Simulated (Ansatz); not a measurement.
# C2H2ClGa (SMILES C#[C][GaH][Cl]): RPA@PBE0/cc-pVDZ

Aim: the vertical ionisation energy of C2H2ClGa at RPA@PBE0/cc-pVDZ, from 2 runs. 

The calculation is run with Ansatz 0.2.0.

56 further runs of the same task are left out: 56 set aside as unsound or not needed. Runs told in other sessions of the task aren't counted.

**1. The structure to begin with**

The species is C2H2ClGa (6 atoms), meant as a singlet with charge 0. As SMILES, `C#[C][GaH][Cl]`. Geometry: relaxed at PBE0-D4/def2-TZVP.

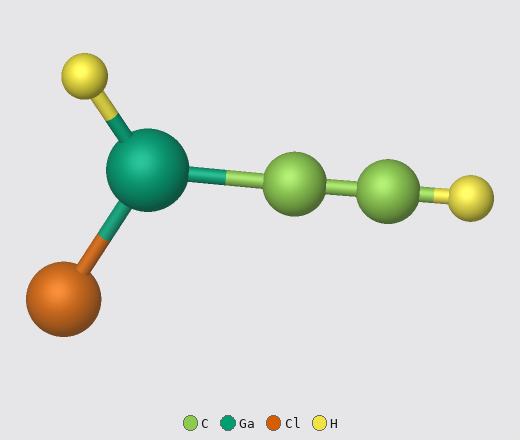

The structure, seen from a chosen angle (carbon green, gallium teal, chlorine orange, hydrogen yellow).

**2. A single-point energy at RPA@PBE0/cc-pVDZ**

Contents of job.yaml:

```yaml
crystal:
  periodic: [false, false, false]
  atoms:
    - {symbol: C, position_ang: [0.577800, 1.057900, -1.454500]}
    - {symbol: C, position_ang: [0.247000, 0.412500, -0.488700]}
    - {symbol: Ga, position_ang: [-0.252900, -0.587200, 1.048000]}
    - {symbol: Cl, position_ang: [-1.745400, -2.085600, 0.724100]}
    - {symbol: H, position_ang: [0.867100, 1.625700, -2.309900]}
    - {symbol: H, position_ang: [0.306500, -0.423300, 2.481100]}
basis:
  gaussian:
    orbitals: cc-pVDZ
magnetization:
  spin_polarized: false
hamiltonian:
  xc: {name: PBE0}
correlation:
  method: rpa
  frozen_orbitals: {C: 1, Cl: 5, Ga: 9, H: 0}
accuracy: high
```

Command:

```
$ ansatz run job.yaml --threads 1 --pin off --max-ram 2610MiB --events-out events.jsonl --progress --plain --runs-dir runs
```

The program printed:

```text
Warning: RAYON_NUM_THREADS=1 ignored (pool sized by the plan → 1); use --threads N
Functional definition: PBE0
  name "PBE0"
  parameter a = 0.25
  parameter kappa = 0.804
  parameter beta = 0.06672455060314922
  exchange = (1 - a)*pbe_x(kappa = kappa, mu = beta*pi^2/3) + a*exact_x
  correlation = pbe_c(beta = beta)
1779 factors; integrals over basis functions are off by at most 4.4e-9 eV
mean field evaluation 1: about -66988.1765 eV, gradient 3.8e1 eV
mean field evaluation 2: about -66988.3616 eV, gradient 3.7e1 eV
mean field evaluation 4: about -66992.2686 eV, gradient 5.3e0 eV
mean field evaluation 8: about -66992.3620 eV, gradient 8.9e-1 eV
mean field evaluation 16: about -66992.3641 eV, gradient 1.3e-4 eV
mean field -66992.36409053 eV, -2461.9239712717 hartree, gradient 5.5e-8 eV, S^2 0.000000; 0 other end points of the search recorded, 0 dependent functions left out
16 core orbitals not correlated: weight in the atoms' cores, before any rotation towards them, 1.000 or more for the frozen orbitals, at most 0.000 for the correlated occupied ones
reference -66929.16917340 eV, -2459.6016009022 hartree; 15, 15 occupied and 52, 52 virtual orbitals, 1779 factors
Total energy: -66947.41836588 eV, -2460.2722463562 hartree
```

Wall time 4.2 s (1 thread of AMD EPYC 9R45 (Zen 5), shared host); peak memory 0.3 GiB.

**3. The doublet cation**

Contents of molecule.yaml:

```yaml
crystal:
  periodic: [false, false, false]
  atoms:
    - {symbol: C, position_ang: [0.577800, 1.057900, -1.454500]}
    - {symbol: C, position_ang: [0.247000, 0.412500, -0.488700]}
    - {symbol: Ga, position_ang: [-0.252900, -0.587200, 1.048000]}
    - {symbol: Cl, position_ang: [-1.745400, -2.085600, 0.724100]}
    - {symbol: H, position_ang: [0.867100, 1.625700, -2.309900]}
    - {symbol: H, position_ang: [0.306500, -0.423300, 2.481100]}
basis:
  gaussian:
    orbitals: cc-pVDZ
total_charge: 1
accuracy: high
hamiltonian:
  xc: pbe0
magnetization:
  spin_polarized: true
  initial_magnetization: 1
correlation:
  method: rpa
  frozen_orbitals: {C: 1, Cl: 5, Ga: 9, H: 0}
```

Command:

```
$ ansatz run molecule.yaml --threads 1 --pin off --max-ram 2610MiB --events-out events.jsonl --progress --plain --runs-dir runs
```

The program printed:

```text
Warning: RAYON_NUM_THREADS=1 ignored (pool sized by the plan → 1); use --threads N
[... 7 set-up lines as earlier in the session ...]
1779 factors; integrals over basis functions are off by at most 4.4e-9 eV
mean field evaluation 1: about -66972.1022 eV, gradient 3.7e1 eV
mean field evaluation 2: about -66972.3280 eV, gradient 3.7e1 eV
mean field evaluation 4: about -66977.9445 eV, gradient 2.2e1 eV
mean field evaluation 8: about -66981.7514 eV, gradient 9.8e-1 eV
mean field evaluation 16: about -66981.7766 eV, gradient 1.8e-2 eV
mean field evaluation 32: about -66981.7766 eV, gradient 5.9e-6 eV
mean field evaluation 64: about -66981.7511 eV, gradient 5.8e-1 eV
mean field evaluation 96: about -66981.6926 eV, gradient 1.3e0 eV
mean field evaluation 128: about -66944.9023 eV, gradient 3.2e1 eV
mean field -66981.77662504 eV, -2461.5348890913 hartree, gradient 6.5e-8 eV, S^2 0.757374; 10 other end points of the search recorded, 0 dependent functions left out
16 core orbitals not correlated: weight in the atoms' cores, before any rotation towards them, 1.000 or more for the frozen orbitals, at most 0.000 for the correlated occupied ones
reference -66918.52500785 eV, -2459.2104350333 hartree; 15, 14 occupied and 52, 53 virtual orbitals, 1779 factors
Total energy: -66936.88641679 eV, -2459.8852043658 hartree
```

Run time: 25 s. Hardware: 1 thread of AMD EPYC 9R45 (Zen 5), shared host; peak memory 0.63 GiB.

**4. Results**

Level: RPA@PBE0/cc-pVDZ, 16 core orbitals frozen.

| quantity | value |
| --- | --- |
| singlet C2H2ClGa: total energy | -2460.27225 Eh |
| singlet C2H2ClGa: RPA correlation energy (valence) | -670.6 mEh |
| doublet cation: total energy | -2459.88520 Eh |
| doublet cation: RPA correlation energy (valence) | -674.8 mEh |
| doublet cation: ⟨S²⟩ of the reference determinant | 0.757 |
| vertical ionisation energy (to the doublet cation) | 10.532 eV |

**Reading.** Removing an electron at fixed nuclei costs 10.53 eV (243 kcal/mol).
